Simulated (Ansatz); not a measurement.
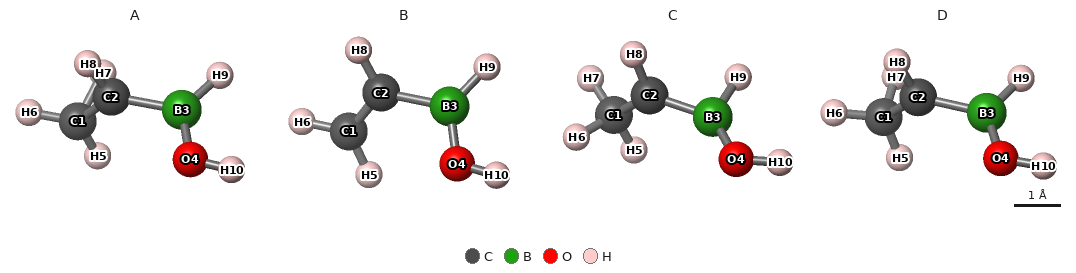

4 geometries from a converged minimum-energy path of C₂H₆BO (charge +1), shuffled. Style: ball-and-stick. Shown at a tilt.

Theory: RKS PBE0-D4/def2-SVPD in Ansatz 0.2.0. Settings: 7 movable images; climbing image; force threshold 0.03 eV/Å; iteration limit 60; starting path by image-dependent pair potential.

> One of them is the converged climbing image. Which?

B. In order along the path, whose images run from 0 to 8: C (image 0, 0.0 kJ/mol), D (image 2, +3.2 kJ/mol), A (image 3, +3.3 kJ/mol), B (image 5, +6.4 kJ/mol). The motion is a rotation about the C2–B3 bond by about 145°. No bond forms or breaks between the ends. Among the angles between lasting bonds that change up to the highest image: C2–C1–H7 115.3° → 60.3°, C2–B3–H9 92.9° → 120.7°.

The run took 12 min on 2 threads of Arm Neoverse V1, with other jobs on the host, peak memory 0.28 GiB.
